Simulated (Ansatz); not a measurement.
# H₃O (doublet): one geometry, many settings at distance H1–H2 along a hydrogen transfer = 1.251 Å

What do other methods and options give for H₃O (doublet) at this geometry, and how long do they take?

Method: the settings change from run to run; program: Ansatz 0.2.0, Gaussian basis.

5 further runs of the same task are left out: 4 that didn't finish, 1 set aside as unsound or not needed.

### 1 What is computed

The geometry derives from fragments relaxed apart (PBE0/def2-TZVP) and kept rigid, so it is no stationary point. A hydrogen atom is moved between rigid fragments.

4 atoms, charge 0, spin multiplicity 2.

Atoms are counted from 1 here; the program's logs count them from 0.

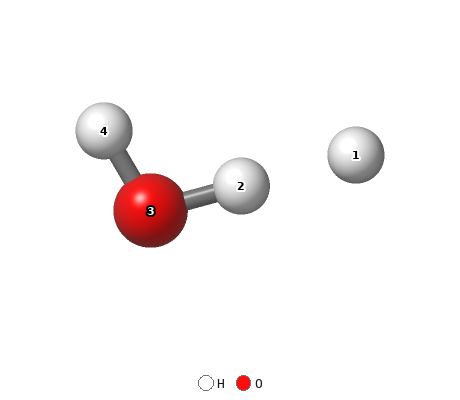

The structure; hydrogen white, oxygen red; atoms are numbered from 1 in the order of the file.

As a file:

```xyz
4
charge 0, multiplicity 2
H    -2.0832    0.0498    0.0000
H    -0.8322    0.0498    0.0000
O     0.1578    0.0498    0.0000
H     0.4097   -0.8901    0.0000
```

### 2 MRCISD+Q(relaxed)(1,7)/6-31G

in.yaml

```yaml
crystal:
  periodic: [false, false, false]
  atoms:
    - {symbol: H, position_ang: [-2.083151, 0.049803, 0.000000]}
    - {symbol: H, position_ang: [-0.832151, 0.049803, 0.000000]}
    - {symbol: O, position_ang: [0.157849, 0.049803, 0.000000]}
    - {symbol: H, position_ang: [0.409708, -0.890147, 0.000000]}
basis:
  gaussian: {orbitals: 6-31G}
magnetization: {spin_polarized: false, initial_magnetization: 1}
hamiltonian: {pseudopotentials: {relativity: scalar}}
correlation: {method: fic_mrcisd_q_relaxed, electrons: outside_noble_gas, active_space: {window: {electrons: 1, orbitals: 7}}}
```

The run is started by

```sh
$ ansatz run in.yaml --threads 1 --pin off --events-out ev --progress --plain --max-ram 2393MiB
```

Output (excerpt; [...] marks lines left out):

```text
Functional definition: HF
  name "HF"
  cite "Fock, Z. Phys. 61, 126 (1930) doi:10.1007/BF01340294"
  parent pbe
[...]
171 factors; integrals over basis functions are off by at most 4.1e-4 eV
[...]
mean field -2081.98914700 eV, -76.5116899292 hartree, gradient 1.6e-6 eV, S^2 0.750000; 0 other end points of the search recorded, 0 dependent functions left out
reference -2081.98914700 eV, -76.5116899292 hartree; 6, 5 occupied and 9, 10 virtual orbitals, 171 factors
state -2081.98914700 eV, -76.5116899292 hartree
contracted CI cycle   1: correlation 0.00000000 eV, 0.0000000000 hartree, residual 1.85e1 eV
contracted CI cycle   2: correlation -3.45783472 eV, -0.1270730823 hartree, residual 3.39e0 eV
contracted CI cycle   3: correlation -3.63311317 eV, -0.1335144464 hartree, residual 7.86e-1 eV
contracted CI cycle   4: correlation -3.64307087 eV, -0.1338803852 hartree, residual 2.26e-1 eV
contracted CI cycle   5: correlation -3.64400291 eV, -0.1339146369 hartree, residual 6.34e-2 eV
contracted CI cycle   6: correlation -3.64409357 eV, -0.1339179685 hartree, residual 2.22e-2 eV
contracted CI cycle   7: correlation -3.64410344 eV, -0.1339183314 hartree, residual 6.68e-3 eV
contracted CI cycle   8: correlation -3.64410428 eV, -0.1339183622 hartree, residual 1.86e-3 eV
contracted CI cycle   9: correlation -3.64410434 eV, -0.1339183645 hartree, residual 5.71e-4 eV
state -2081.98914700 eV, -76.5116899292 hartree; corrected -2085.80195574 eV, -76.6518080661 hartree
WARN: 6 active orbitals are nearly empty or full. The corrections depend on them more than the energy does, and are more stable in an active space without them
Total energy: -2085.80195574 eV, -76.6518080661 hartree
Relativity: scalar
```

Run time: 0.9 s. Hardware: 1 thread of Arm Neoverse V1, shared host.

From the report: 6 determinants; active occupations 1.00, 0.00, 0.00, 0.00, 0.00, 0.00, 0.00. The report marks this result as in doubt.

### 3 CCSDT/6-31G

in.yaml

```yaml
crystal:
  periodic: [false, false, false]
  atoms:
    - {symbol: H, position_ang: [-2.083151, 0.049803, 0.000000]}
    - {symbol: H, position_ang: [-0.832151, 0.049803, 0.000000]}
    - {symbol: O, position_ang: [0.157849, 0.049803, 0.000000]}
    - {symbol: H, position_ang: [0.409708, -0.890147, 0.000000]}
basis:
  gaussian: {orbitals: 6-31G, fitting: {mean_field: def2-universal-jkfit}, point_charges: [{charge: -1.00, position_ang: [5.358, -0.417, 0.103]}]}
magnetization: {spin_polarized: true, initial_magnetization: 1}
hamiltonian: {xc: {name: PBE}, pseudopotentials: {relativity: scalar}}
correlation: {method: ccsdt, electrons: valence}
output: {forces: true}
```

Same command.

Output (excerpt; [...] marks lines left out):

```text
Functional definition: PBE
  name "PBE"
  cite "Perdew, Burke & Ernzerhof, Phys. Rev. Lett. 77, 3865 (1996) doi:10.1103/PhysRevLett.77.3865"
  parent pbe
[...]
131 factors; integrals over basis functions are off by at most 1.0e-1 eV
[...]
mean field -2090.90580048 eV, -76.8393709006 hartree, gradient 9.3e-6 eV, S^2 0.752426; 2 other end points of the search recorded, 0 dependent functions left out
1 core orbitals not correlated: weight in the atoms' cores, before any rotation towards them, 1.000 or more for the frozen orbitals, at most 0.000 for the correlated occupied ones
reference -2081.58365187 eV, -76.4967882583 hartree; 5, 4 occupied and 9, 10 virtual orbitals, 131 factors
second order -3.77594920 eV of doubles, -0.19949881 eV of singles
cycle   1  -3.91778269 eV  change    5.9e-2 eV  update   4.7e-2
[...]
cycle  14  -4.12989398 eV  change    4.0e-7 eV  update   8.0e-7
[...]
Total energy: -2085.71354586 eV, -76.6485590628 hartree
Relativity: scalar
Atom 0 at    -2.083151     0.049803     0.000000 Å, force    -0.998958    -0.030817     0.000010 eV/Å
Atom 1 at    -0.832151     0.049803     0.000000 Å, force     0.335991     0.341254     0.001764 eV/Å
Atom 2 at     0.157849     0.049803     0.000000 Å, force    -0.009476     0.025753    -0.007965 eV/Å
Atom 3 at     0.409708    -0.890147     0.000000 Å, force     0.645137    -0.282496     0.005580 eV/Å
Dipole moment:    -0.241384    -0.417053     0.000155 e Å
```

It took 2.3 s on 1 thread of Arm Neoverse V1, shared host.

From the report: ⟨S²⟩ of the determinant 0.752 (pure doublet: 0.75); correlation -4.1299 eV; T1 0.029; largest double amplitude 0.05. The orbitals are Kohn-Sham ones, so correlation energy and T1 don't compare with those on Hartree-Fock orbitals.

### 4 CASSCF(3,7)/6-31G

in.yaml

```yaml
crystal:
  periodic: [false, false, false]
  atoms:
    - {symbol: H, position_ang: [-2.083151, 0.049803, 0.000000]}
    - {symbol: H, position_ang: [-0.832151, 0.049803, 0.000000]}
    - {symbol: O, position_ang: [0.157849, 0.049803, 0.000000]}
    - {symbol: H, position_ang: [0.409708, -0.890147, 0.000000]}
basis:
  gaussian: {orbitals: 6-31G}
magnetization: {spin_polarized: false, initial_magnetization: 1}
correlation: {active_space: {window: {electrons: 3, orbitals: 7}}}
accuracy: high
output: {forces: true}
```

Same command.

Output (excerpt; [...] marks lines left out):

```text
Functional definition: HF
  name "HF"
  cite "Fock, Z. Phys. 61, 126 (1930) doi:10.1007/BF01340294"
  parent pbe
[...]
278 factors; integrals over basis functions are off by at most 2.9e-9 eV
[...]
mean field -2080.66192410 eV, -76.4629153873 hartree, gradient 1.8e-8 eV, S^2 0.750000; 0 other end points of the search recorded, 0 dependent functions left out
reference -2080.66192410 eV, -76.4629153873 hartree; 6, 5 occupied and 9, 10 virtual orbitals, 278 factors
state -2081.41650067 eV, -76.4906455648 hartree
[...]
Total energy: -2081.41650067 eV, -76.4906455648 hartree
Atom 0 at    -2.083151     0.049803     0.000000 Å, force    -1.141905     0.003135     0.000000 eV/Å
Atom 1 at    -0.832151     0.049803     0.000000 Å, force     0.793617     0.331420    -0.000000 eV/Å
Atom 2 at     0.157849     0.049803     0.000000 Å, force     0.246644    -1.285846     0.000000 eV/Å
Atom 3 at     0.409708    -0.890147     0.000000 Å, force     0.101644     0.951291    -0.000000 eV/Å
Dipole moment:    -0.291792    -0.432080    -0.000000 e Å
```

Run time: 1.5 s. Hardware: 1 thread of Arm Neoverse V1, shared host.

From the report: 147 determinants; active occupations 1.97, 1.00, 0.02, 0.00, 0.00, 0.00, 0.00.

### 5 All runs side by side

Where basis and cores are those of an earlier FCI/6-31G run (-2084.5163 eV), and the state is the same kind, the miss against it is given. † marks a result that the program doubts.

| level | correlated | functions | energy (eV) | from FCI (meV) | time |
| --- | --- | --- | --- | --- | --- |
| MRCISD+Q(relaxed)(1,7)/6-31G (relativity set) † | outside noble gas | 15 | -2085.8020 |  | 0.9 s |
| CCSDT/6-31G (beside a point charge, on PBE orbitals, relativity set) | valence | 15 | -2085.7135 |  | 2.3 s |
| CASSCF(3,7)/6-31G |  | 15 | -2081.4165 | 3099.8 | 1.5 s |

### 6 Results

| quantity | value |
| --- | --- |
| runs | 3 |
| quickest | MRCISD+Q(relaxed)(1,7)/6-31G (relativity set) †, 0.9 s |
| slowest | CCSDT/6-31G (beside a point charge, on PBE orbitals, relativity set), 2.3 s |

**Reading.** Total energies in different bases, with other cores or another treatment of relativity can't be set against each other. CCSDT/6-31G (beside a point charge, on PBE orbitals, relativity set) took 3 times as long as MRCISD+Q(relaxed)(1,7)/6-31G (relativity set) †; the jobs differ in more than the method. Hartree-Fock, CASSCF and CASCI lack dynamic correlation by design.
